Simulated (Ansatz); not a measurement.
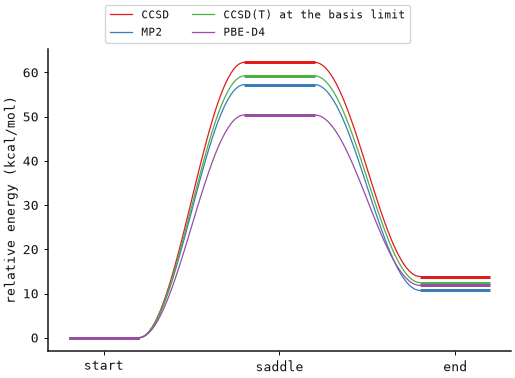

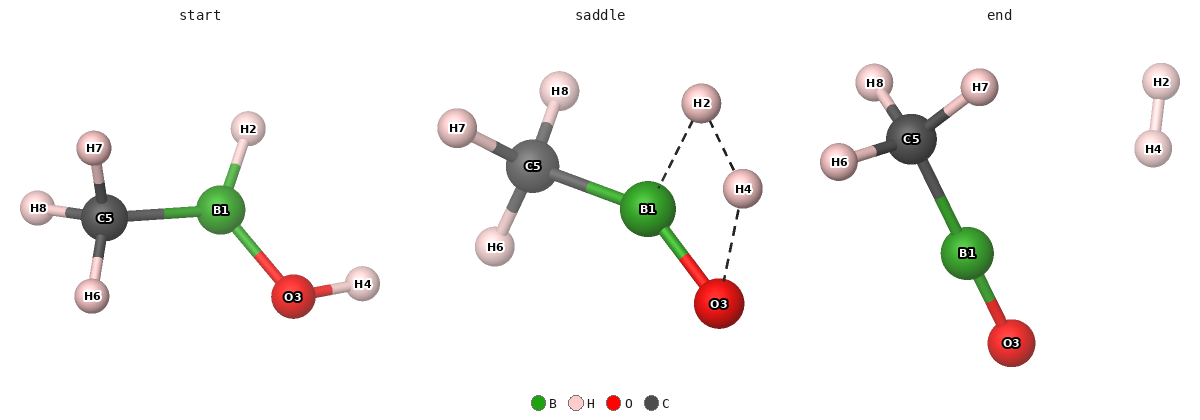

One elementary step of CH₅BO: start, first-order saddle point (changing pairs dashed) and end. Electronic energies at PBE0-D4/def2-TZVP geometries, energies in def2-TZVPP, the Ansatz code; cores frozen in correlated methods, no zero-point terms. Start and end are the structures at the ends of the path (complexes, where there are several molecules). The limit is the MP2 basis limit plus CCSD(T) less MP2 in triple zeta. Lines between the levels only guide the eye.

> Which bonds change in the step?

H2–H4 (2.32 → 1.00 → 0.75 Å) forms; B1–H2 (1.21 → 1.46 → 3.39 Å) and O3–H4 (0.96 → 1.35 → 2.97 Å) break (lengths at start, saddle and end; changes of bond order aren't listed). The imaginary mode at the saddle is 1697.8i cm⁻¹ (PBE0-D4).

> Give the barriers and step energies (kcal/mol).

```tsv
level	barrier	reverse barrier	step energy
CCSD	62.3	48.5	13.8
MP2	57.3	46.6	10.7
CCSD(T) at the basis limit	59.2	46.8	12.5
PBE-D4	50.4	38.6	11.8
```
